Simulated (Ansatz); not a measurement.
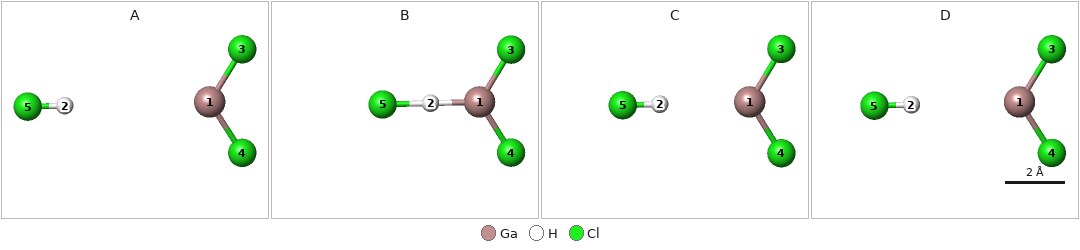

4 geometries from a converged minimum-energy path of GaHCl3 (multiplicity 2), made up at the start of GaHCl$_{2}$ and Cl, shuffled. Style: ball-and-stick. Shown at a tilt.

All numbers below come from UHF/def2-SVP in Ansatz 0.2.0. Run with 7 movable images; climbing image; force threshold 0.03 eV/Å; iteration limit 60; starting path through a guess of the saddle point.

### Which frame is the transition state?

B. In order along the path, whose images run from 0 to 8: B (image 2, +9.9 kcal/mol), C (image 4, −9.7 kcal/mol), D (image 5, −10.4 kcal/mol), A (image 7, −10.7 kcal/mol). A hydrogen atom shifts from one atom to another. Breaking: Ga1–H2 (1.55 → 1.69 at the top → 5.62 Å). Forming: H2–Cl5 (3.51 → 1.65 at the top → 1.27 Å).

Limits of the set-up: the start holds two separate molecules, 3.5 Å apart at their closest, whose relative position is a soft coordinate and is computed without a dispersion correction; Hartree-Fock leaves out electron correlation.
